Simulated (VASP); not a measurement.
Band structure of BN (wurtzite). Method: AM05 GGA, VASP's PBE PAW potentials (set 64) (plane waves; VASP).

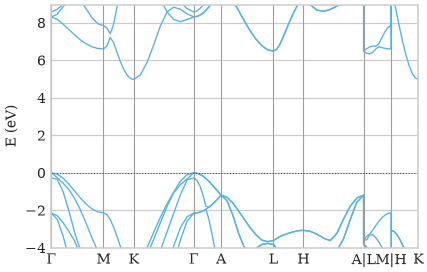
Bands along high-symmetry lines, zero at the valence-band maximum or, without a gap, the Fermi level

Question: Read the plot: is there a gap, and where are the band edges?

Answer: The gap is indirect, 4.97 eV, from the valence maximum at Γ to the conduction minimum at K. (Edges off the drawn lines would not show.)

The compound is BN in the wurtzite structure, a metastable high-pressure form. It was relaxed first.
